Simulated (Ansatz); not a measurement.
# Σ5 (210) boundary in fcc Al: structure and resistance, part 3 of 3

Wanted: what the Σ5 (210) boundary in fcc Al costs an interconnect.

Ansatz 0.2.0; Ansatz plane-wave DFT, PBE, PAW files; relaxation of a bicrystal slab with its lowest layers held; PAW set soft_1 (the session's first sound run).

So far. Step 3 (Transmission across the boundary): Over the solved energies the transmission per spin lies between 2.23 and 2.38, out of 3.55 channels of the lead on average (up to 3.65). The log calls the step of a lead's potential too much. Step 4 (Specific resistance): Averaged over the energies near the Fermi level, 64.9 % of the channels pass, which makes 0.361 fΩ m².

## 5. Single-crystal slab for reference

This step: Ansatz plane-wave DFT, PBE, PAW files; relaxation of a single-crystal slab with its lowest layers held; PAW set soft_1 (Ansatz 0.2.0).

System of this step: Al slab, plane (2, 1, 0). The cell holds 22 atoms: 22 Al. Its edges and angles: a = 4.958 Å, b = 4.048 Å, c = 30.008 Å, α = 90.0°, β = 90.0°, γ = 65.9°. It derives from Al. Vacuum lies along c.

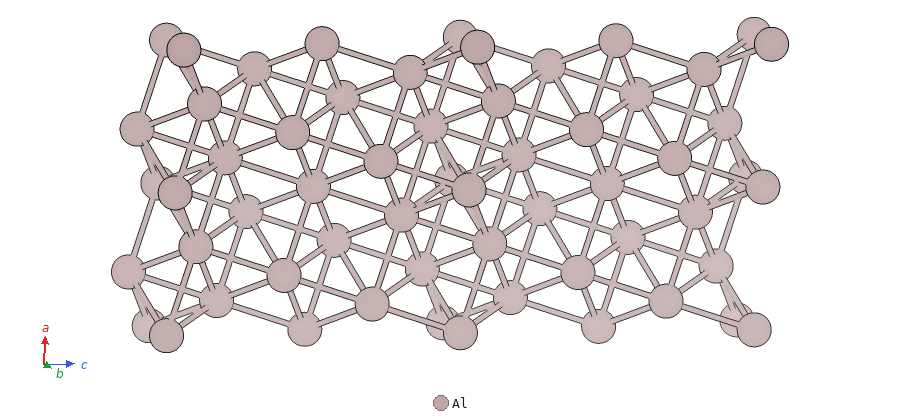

The cell of this step (aluminium light grey). 2×1×1 cells are drawn. Some periodic images of atoms are drawn too.

input.yaml

```yaml
crystal:
  lattice:
    - [4.957730497, 0.0, 0.0]
    - [1.6525768323, 3.6952741352, 0.0]
    - [0.0, 0.0, 30.0082257911]
  atoms:
    - { symbol: Al, position: [0.4, 0.3000000002, 0.1666209804] }
    - { symbol: Al, position: [1.0, 2.0e-10, 0.1967844967] }
    - { symbol: Al, position: [0.6, 0.7000000002, 0.226948013] }
    - { symbol: Al, position: [0.2, 0.4000000002, 0.2571115294] }
    - { symbol: Al, position: [0.8, 0.1000000002, 0.2872750457] }
    - { symbol: Al, position: [0.4, 0.8000000002, 0.3174385621] }
    - { symbol: Al, position: [1.0, 0.5000000002, 0.3476020784] }
    - { symbol: Al, position: [0.6, 0.2000000002, 0.3777655948] }
    - { symbol: Al, position: [0.2, 0.9000000001, 0.4079291111] }
    - { symbol: Al, position: [0.8, 0.6000000001, 0.4380926274] }
    - { symbol: Al, position: [0.4, 0.3000000001, 0.4682561438] }
    - { symbol: Al, position: [1.0, 1.0e-10, 0.4984196601] }
    - { symbol: Al, position: [0.6, 0.7000000001, 0.5285831765] }
    - { symbol: Al, position: [0.2, 0.4000000001, 0.5587466928] }
    - { symbol: Al, position: [0.8, 0.1000000001, 0.5889102092] }
    - { symbol: Al, position: [0.4, 0.8000000001, 0.6190737255] }
    - { symbol: Al, position: [1.0, 0.5000000001, 0.6492372419] }
    - { symbol: Al, position: [0.6, 0.2, 0.6794007582] }
    - { symbol: Al, position: [0.2, 0.9, 0.7095642745] }
    - { symbol: Al, position: [0.8, 0.6, 0.7397277909] }
    - { symbol: Al, position: [0.4, 0.3, 0.7698913072] }
    - { symbol: Al, position: [0.0, 0.0, 0.8000548236] }
kpoints:
  mp_grid: { grid: [6, 6, 1] }
hamiltonian:
  xc: pbe
  pseudopotentials: { kind: paw, azcp: { folder: soft_1 } }
scf:
  occupations: { method: fermi_dirac, width: 0.1 }
relax:
  f_tol: 0.03
  max_steps: 80
  constraints: [{ sites: [0, 1, 2, 3] }]
```

Run with:

```
ansatz run input.yaml --threads 4 --pin off --max-ram 15360MiB --backend cpu --events-out ev --progress --plain --runs-dir out
```

Numbers of over 12 decimals in the logs are rounded to 6 here.

Log:

```text
Warning: crystal.symmetry: narrowed to the stabiliser of the relax constraints — unitary ops 4 → 2; lowered at sites 0, 1, 2, 3, 18, 19, 20, 21 (the operations that carried what is held of a site onto what its image site leaves free; the constrained walk keeps no symmetry that its constraints do not admit)
[...]
Crystal: 22 atoms, lattice volume = 549.756 Å³
Basis set: ecut = 420 eV, 10749 PW (Γ), exchange–correlation on 72×60×432 points (8 copies of the dense FFT grid, shifted against one another)
Bands: 55, of which v1, the nominal top of the filled ones, is band 33 counted from 1 (32 counted from 0)
Symmetry: 2 space group operations
k-points: 13 of 36 (time reversal used)
[...]
SCF iter   1: F=—  HF=-11825.240944 eV  |F-HF|=—  |Δ(HF+E_count)|=         —  Δρ=2.14e-2  dr2=4.25e1  ethr=3.10e-3  ⟨swp⟩=9.5  Hψ=4208  notcnv=0  defer=13
[...]
SCF iter   6: F=-11822.823018 eV  HF=-11822.823021 eV  |F-HF|=3.11e-6  |Δ(HF+E_count)|=   6.28e-6  Δρ=1.86e-5  dr2=6.71e-6  ethr=3.41e-8  ⟨swp⟩=3.6  Hψ=2888  notcnv=0
SCF 1 converged in 6 iterations: F = -11822.823018 eV  dr2 = 6.71e-6
[...]
relax step   1: F+E_penalty+E_count = -11822.82301755 eV  Δ(F+E_penalty+E_count) = +0.000e0 eV  max|allowed force component| = 3.116e-1 eV/Å  Δτ_max = 0.0000 Å  (6 SCF iters, dr2 threshold 2.25e-5 eV, accepted)
[...]
SCF iter   4: F=-11822.867185 eV  HF=-11822.867186 eV  |F-HF|=1.07e-6  |Δ(HF+E_count)|=   7.17e-6  Δρ=1.63e-5  dr2=3.21e-6  ethr=9.20e-9  ⟨swp⟩=5.5  Hψ=2565  notcnv=0
SCF 2 converged in 4 iterations: F = -11822.867185 eV  dr2 = 3.21e-6
relax step   2: F+E_penalty+E_count = -11822.86718507 eV  Δ(F+E_penalty+E_count) = -4.417e-2 eV  max|allowed force component| = 8.750e-2 eV/Å  Δτ_max = 0.1445 Å  (4 SCF iters, dr2 threshold 6.07e-6 eV, accepted)
SCF iter   1: F=—  HF=-11822.874584 eV  |F-HF|=—  |Δ(HF+E_count)|=         —  Δρ=1.06e-3  dr2=1.65e-2  ethr=3.94e-4  ⟨swp⟩=3.2  Hψ=1689  notcnv=0  defer=37
[...]
SCF iter   6: F=-11822.872346 eV  HF=-11822.872346 eV  |F-HF|=1.01e-9  |Δ(HF+E_count)|=   1.25e-9  Δρ=1.05e-6  dr2=1.32e-8  ethr=1.52e-10  ⟨swp⟩=5.0  Hψ=2167  notcnv=0
SCF 3 converged in 6 iterations: F = -11822.872346 eV  dr2 = 1.32e-8
relax step   3: F+E_penalty+E_count = -11822.87234627 eV  Δ(F+E_penalty+E_count) = -5.161e-3 eV  max|allowed force component| = 2.604e-2 eV/Å  Δτ_max = 0.0823 Å  (6 SCF iters, accepted)
SCF converged after 6 iterations
Free energy (F): -11822.872346 eV
[...]
Internal energy: -11822.563389 eV  (E = F + TS)
E sigma→0 (E₀):  -11822.717868 eV
Entropy (-TS):   -0.308957 eV (-14.044 meV/atom)
Fermi energy:    3.850780 eV
[...]
--- Forces (eV/Å), atoms counted from 1 ---
  atom   1  Al    -0.04165908     0.01863051     0.31549400
  atom   2  Al    -0.05217371     0.02333279    -0.25655452
  atom   3  Al     0.06137154    -0.02744619    -0.03201686
  atom   4  Al     0.01120781    -0.00501228    -0.03334320
  atom   5  Al    -0.00412326     0.00184398     0.00201928
  atom   6  Al    -0.00266528     0.00119195     0.00657733
  atom   7  Al    -0.00098600     0.00044095    -0.00370811
  atom   8  Al     0.00229682    -0.00102717    -0.00275897
  atom   9  Al     0.00005916    -0.00002646     0.00933171
  atom  10  Al     0.00479756    -0.00214554     0.01305465
  atom  11  Al     0.00165633    -0.00074073     0.00825863
  atom  12  Al    -0.00064203     0.00028712    -0.00861720
  atom  13  Al    -0.00088600     0.00039623    -0.01226484
  atom  14  Al     0.00263573    -0.00117873    -0.00786709
  atom  15  Al    -0.00127824     0.00057165     0.00205339
  atom  16  Al     0.00489640    -0.00218974    -0.00219335
  atom  17  Al     0.00670844    -0.00300011    -0.00905979
  atom  18  Al     0.00482612    -0.00215831     0.00122683
  atom  19  Al     0.00205708    -0.00091996    -0.00719663
  atom  20  Al    -0.00182946     0.00081816     0.00010646
  atom  21  Al     0.00496207    -0.00221910    -0.00855886
  atom  22  Al    -0.00123730     0.00055334     0.02603850
  max |Σ_I F_I| component: 2.14e-5 eV/Å
--- Relaxed structure (3 steps of the walk, 3 accepted, 0 SCFs on fresh bases) ---
  F+E_penalty+E_count = -11822.87234627 eV   max|allowed force component| = 2.604e-2 eV/Å
  atoms:
    - { symbol: Al, position: [0.400000, 0.300000, 0.166621] }
    - { symbol: Al, position: [1.0, 1.1363636470628054e-10, 0.196784] }
    - { symbol: Al, position: [0.6, 0.700000, 0.226948] }
    - { symbol: Al, position: [0.2, 0.400000, 0.257112] }
    - { symbol: Al, position: [0.810641, 0.094680, 0.287568] }
    - { symbol: Al, position: [0.412590, 0.793705, 0.317413] }
    - { symbol: Al, position: [1.012030, 0.493985, 0.347693] }
    - { symbol: Al, position: [0.611274, 0.194363, 0.377448] }
    - { symbol: Al, position: [0.209329, 0.895335, 0.407396] }
    - { symbol: Al, position: [0.808024, 0.595988, 0.437828] }
    - { symbol: Al, position: [0.405914, 0.297043, 0.467851] }
    - { symbol: Al, position: [1.006136, -0.00306813, 0.497224] }
    - { symbol: Al, position: [0.604538, 0.697731, 0.527106] }
    - { symbol: Al, position: [0.203180, 0.398410, 0.557692] }
    - { symbol: Al, position: [0.801873, 0.099064, 0.587782] }
    - { symbol: Al, position: [0.402873, 0.798563, 0.617298] }
    - { symbol: Al, position: [1.002851, 0.498575, 0.647562] }
    - { symbol: Al, position: [0.605100, 0.197450, 0.677890] }
    - { symbol: Al, position: [0.220355, 0.889823, 0.707351] }
    - { symbol: Al, position: [0.815382, 0.592309, 0.737663] }
    - { symbol: Al, position: [0.426179, 0.286911, 0.771892] }
    - { symbol: Al, position: [0.027474, -0.013737, 0.793792] }
```

Elapsed: 26 s, on 4 threads of Arm Neoverse V1, shared host; peak memory 1 GiB; 98 s of CPU time.

Relaxation path:

| step | energy less that of the first step (eV) | largest force component (eV/Å) |
| --- | --- | --- |
| 1 | 0.0000 | 0.3116 |
| 2 | -0.0442 | 0.0875 |
| 3 | -0.0493 | 0.0260 |

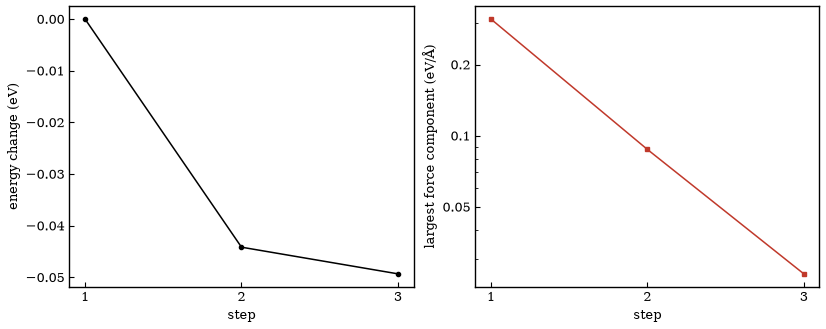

Energy and largest force along the relaxation.

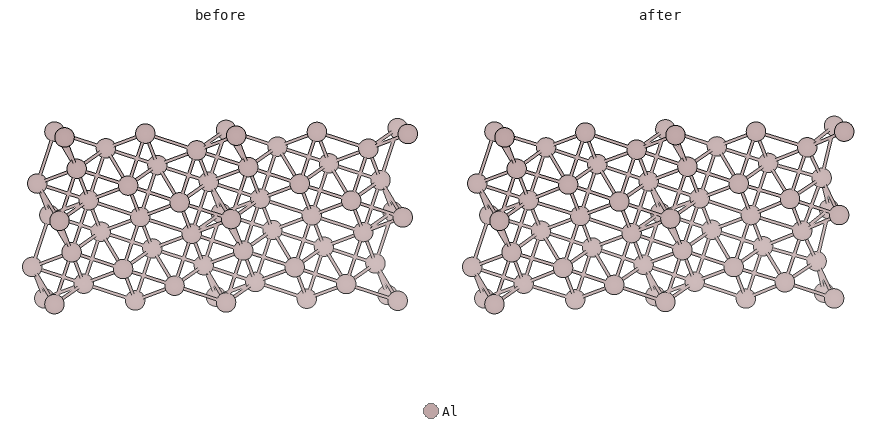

The structure before and after the relaxation, drawn at the same scale.

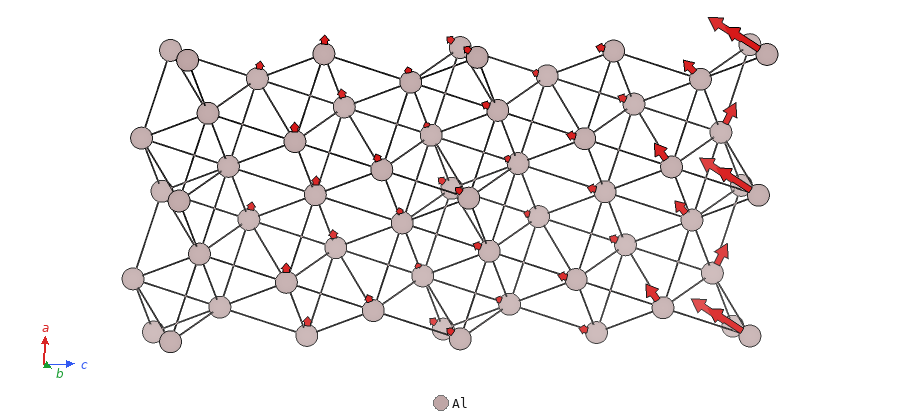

Displacements in the relaxation, exaggerated; the longest in the cell stands for 0.23 Å. 2×1×1 cells are drawn. Some periodic images of atoms are drawn too.

The atoms that moved most (Å):

| atom | dx | dy | dz | length |
| --- | --- | --- | --- | --- |
| Al22 | 0.114 | -0.051 | -0.188 | 0.225 |
| Al21 | 0.108 | -0.048 | 0.060 | 0.133 |
| Al19 | 0.084 | -0.038 | -0.066 | 0.114 |
| Al20 | 0.064 | -0.028 | -0.062 | 0.093 |
| Al6 | 0.052 | -0.023 | -0.001 | 0.057 |
| Al16 | 0.012 | -0.005 | -0.053 | 0.055 |
| Al7 | 0.050 | -0.022 | 0.003 | 0.055 |
| Al8 | 0.047 | -0.021 | -0.010 | 0.052 |

Final coordinates:

```
Al
1.0
     4.95773    0.00000    0.00000
     1.65258    3.69527    0.00000
     0.00000    0.00000   30.00823
Al
22
Cartesian
  2.4789 1.1086 5.0000
  4.9577 0.0000 5.9052
  4.1314 2.5867 6.8103
  1.6526 1.4781 7.7155
  4.1754 0.3499 8.6294
  3.3572 2.9330 9.5250
  5.8337 1.8254 10.4337
  3.3517 0.7182 11.3266
  2.5174 3.3085 12.2252
  4.9909 2.2023 13.1384
  2.5033 1.0977 14.0394
  4.9831 -0.0113 14.9208
  4.1502 2.5783 15.8175
  1.6657 1.4722 16.7354
  4.1392 0.3661 17.6383
  3.3170 2.9509 18.5240
  5.7958 1.8424 19.4322
  3.3262 0.7296 20.3423
  2.5630 3.2881 21.2264
  5.0213 2.1887 22.1360
  2.5870 1.0602 23.1631
  0.1135 -0.0508 23.8203
```

This step gave:

```
free energy             : -11822.8723 eV
energy at zero smearing : -11822.7179 eV
Fermi energy            : 3.851 eV
```

The largest force component on a free atom ends at 0.026 eV/Å, under the tolerance of 0.03, after 3 steps.

## 6. Bulk reference

This step: Ansatz plane-wave DFT, PBE, PAW files; bulk reference; PAW set soft_1 (Ansatz 0.2.0).

System of this step: Al. The structure is cubic, space group Fm-3m (No. 225). Conventional cell: a = 4.048 Å, b = 4.048 Å, c = 4.048 Å, α = 90.00°, β = 90.00°, γ = 90.00°. Nearest to Al lie 12 Al at 2.86 Å.

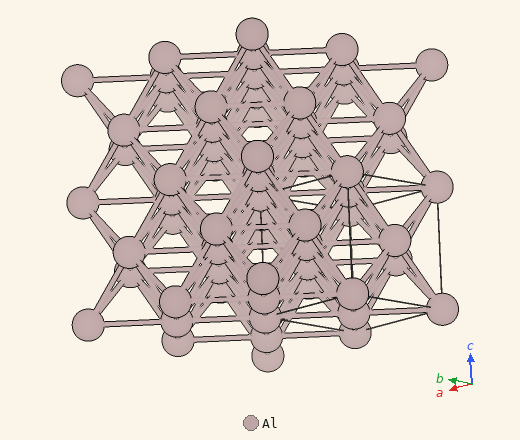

The cell of this step (aluminium light grey). 2×2×2 conventional cells are drawn. Some periodic images of atoms are drawn too.

input.yaml, the sections that differ from step 5:

```yaml
crystal:
  lattice:
    - [0.0, 2.023985, 2.023985]
    - [2.023985, 0.0, 2.023985]
    - [2.023985, 2.023985, 0.0]
  atoms:
    - { symbol: Al, position: [0.0, 0.0, 0.0] }
kpoints:
  mp_grid: { grid: [18, 18, 18] }
# hamiltonian, scf: as in step 5
# relax: removed
```

Log:

```text
[...]
Crystal: 1 atoms, lattice volume = 16.583 Å³
Basis set: ecut = 420 eV, 331 PW (Γ)
Bands: 6, of which v1, the nominal top of the filled ones, is band 2 counted from 1 (1 counted from 0)
Symmetry: 48 space group operations
[...]
k-points: 195 of 5832
[...]
SCF iter   1: F=—  HF=-537.541617 eV  |F-HF|=—  |Δ(HF+E_count)|=         —  Δρ=2.25e-2  dr2=8.96e-2  ethr=3.10e-3  ⟨swp⟩=4.3  Hψ=9770  notcnv=0
[...]
SCF iter   5: F=-537.508360 eV  HF=-537.508360 eV  |F-HF|=7.58e-11  |Δ(HF+E_count)|=   4.82e-8  Δρ=1.70e-6  dr2=2.71e-10  ethr=2.71e-9  ⟨swp⟩=1.0  Hψ=2876  notcnv=0
SCF 1 converged in 5 iterations: F = -537.508360 eV  dr2 = 2.71e-10
[...]
SCF converged after 5 iterations
Free energy (F): -537.508360 eV
[...]
Internal energy: -537.493812 eV  (E = F + TS)
E sigma→0 (E₀):  -537.501086 eV
Entropy (-TS):   -0.014548 eV (-14.548 meV/atom)
Fermi energy:    7.869441 eV
[...]
```

Wall time 0.44 s (4 threads); peak memory 0.24 GiB.

This step gave:

```
free energy             : -537.5084 eV
energy at zero smearing : -537.5011 eV
Fermi energy            : 7.869 eV
```

## 7. Boundary energy

This step: Ansatz plane-wave DFT, PBE, PAW files; bicrystal less single-crystal slab less bulk atoms, a boundary area; PAW set soft_1 (Ansatz 0.2.0).

Numbers from this step:

```
excess energy of the cell : 0.6714 eV
boundary energy           : 0.5871 J/m²
```

The boundary costs 0.59 J/m².

By hand: 0.671 eV / 18.32 Å² × 16.02 = 0.587 J/m².

## 8. Results

- specific resistance of the boundary: 0.361 fΩ m²
- share of channels that pass: 0.649
- boundary energy: 0.587 J/m²

**Reading.** The boundary has a specific resistance of 0.36 fΩ m² and an energy of 0.59 J/m². The boundary reflects 35 % of the channels; 0.36 fΩ m² is 3.6×10⁻¹² Ω·cm². That equals the resistance of 13 nm of bulk Al at 300 K (measured 2.733 µΩ cm, CRC Handbook of Chemistry and Physics, 84th ed., 2003, Electrical Resistivity of Pure Metals). In the relaxation the upper grain slid sideways by about 0.9 Å, so the result belongs to the position that it found, not to the starting one. One starting structure was relaxed; another shift or atom count at the boundary may lie lower. A lead's potential steps by up to 37 meV from period to period, which the log calls too much, so longer leads could move the result.

[Logs are printed without paths, hosts, clocks, repeated set-up lines and the standing remarks that a program may print on its own settings, such as how far it seeks lower states.]

[Hosts, paths, dates, database ids (printed as entryN), source tags and the programs' standing remarks are cut or masked in the printed files.]
